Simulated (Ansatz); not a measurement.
# Calculations on BH2Cl2F

## 1. Relaxation

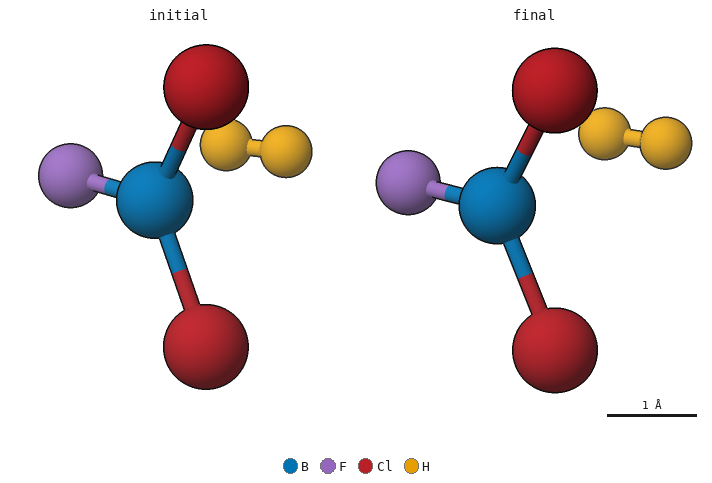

The structure of BH2Cl2F before (left) and after (right) a relaxation, at one scale.

A ball-and-stick model, seen from a free direction.

The run prepares an end point of a later path (reaction) calculation, from a guessed geometry.

Method: RKS revPBE-D4/def2-SVP in Ansatz. Settings: no spin polarisation; force threshold 0.03 eV/Å; at most 50 steps.

**What changed between the two?**

The energy falls by 0.188 eV in 5 accepted moves (6 points after the start). The largest force component goes from 1.5 to 0.025 eV/Å. The line search rejected the trial step at point 2 of the run. The atom that moves furthest after the best rigid fit is an H atom (0.50 Å). By element the largest moves are H 0.50 Å, F 0.35 Å, B 0.27 Å, Cl 0.17 Å. Among the contacts that change: H–H 0.719 → 0.765 Å. The run took 13 s on 1 thread of Arm Neoverse V2, on a shared host, peak memory 0.13 GiB.

## 2. Relaxation

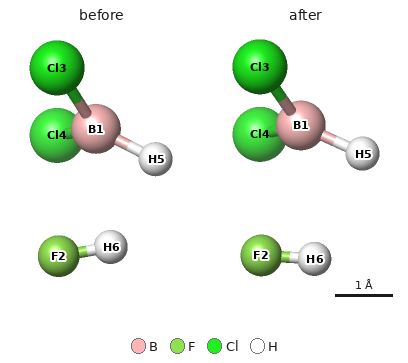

The structure of BH2Cl2F before (left) and after (right) a relaxation, at one scale.

A ball-and-stick model, seen from a free direction.

The run prepares an end point of a later path (reaction) calculation, from a guessed geometry.

Level of theory: RKS revPBE-D4/def2-SVP (Ansatz 0.2.0). Set-up: no spin polarisation; force threshold 0.03 eV/Å; at most 50 steps.

Question: Summarise the run.

Answer: The atom that moves furthest after the best rigid fit is H6 (0.23 Å). Largest moves by element: H 0.23 Å, B 0.07 Å, Cl 0.03 Å, F 0.03 Å. Some distances before and after: B1–H5 1.201 → 1.213 Å. After 6 accepted moves (8 points after the start) the energy has fallen by 0.93 kJ/mol. Largest force component: 0.35 eV/Å at the start, 0.0051 eV/Å at the end. The line search rejected the trial steps at points 1, 7 of the run. The forces were under the threshold at step 5, but the run went on from there.

## 3. Path

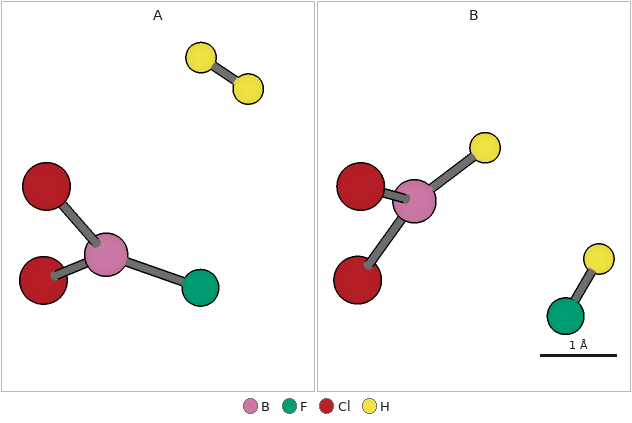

The two relaxed end points of a path for BH2Cl2F, made up at the start of BCl2F and H2. Style: ball-and-stick. Shown from a free direction.

Theory: RKS revPBE-D4/def2-SVP in Ansatz.

Settings: 5 movable images; climbing image; force threshold 0.05 eV/Å; iteration limit 60.

Start:
```xyz
6

B    -0.0068    0.5232   -0.0763
F    -0.0094    0.8313    1.2161
Cl    1.5278    0.3518   -0.9186
Cl   -1.5390    0.2983   -0.9112
H     0.0754   -2.4471    0.8054
H     0.0634   -2.0833    1.4788
```

End:
```xyz
6

B     0.0171   -0.4877   -0.5148
F     0.0164   -0.0150    2.0265
Cl    1.5255    0.3060   -0.9315
Cl   -1.5278    0.2391   -0.9199
H     0.0435   -1.6180   -0.0755
H     0.0367   -0.9504    2.0096
```

**Predict the minimum-energy path and its barrier.**

The highest point, image 4, lies 179.4 kJ/mol above the start and 51.7 kJ/mol above the end; the end is at +127.7 kJ/mol relative to the start. Breaking: B1–F2 (1.33 → 1.66 at the top → 2.58 Å), H5–H6 (0.77 → 1.08 at the top → 2.19 Å). Forming: B1–H5 (3.10 → 1.34 at the top → 1.21 Å), F2–H6 (2.93 → 1.16 at the top → 0.94 Å). The band is converged.

Energies of the converged images:

```json
{"image": "0", "path (Å)": "0.00", "E (kJ/mol)": "0.0"}
{"image": "1", "path (Å)": "0.51", "E (kJ/mol)": "3.5"}
{"image": "2", "path (Å)": "1.03", "E (kJ/mol)": "21.1"}
{"image": "3", "path (Å)": "1.54", "E (kJ/mol)": "86.2"}
{"image": "4", "path (Å)": "2.06", "E (kJ/mol)": "179.4"}
{"image": "5", "path (Å)": "2.64", "E (kJ/mol)": "136.0"}
{"image": "6", "path (Å)": "3.21", "E (kJ/mol)": "127.7"}
```

The geometry at the top of the path:

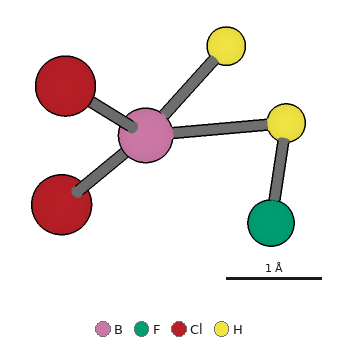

Limits of the set-up: the start holds two separate molecules, 2.9 Å apart at their closest, whose relative position is a soft coordinate.

The run took 4.5 min on 1 thread of Arm Neoverse V2, with other jobs on the host, peak memory 0.12 GiB.
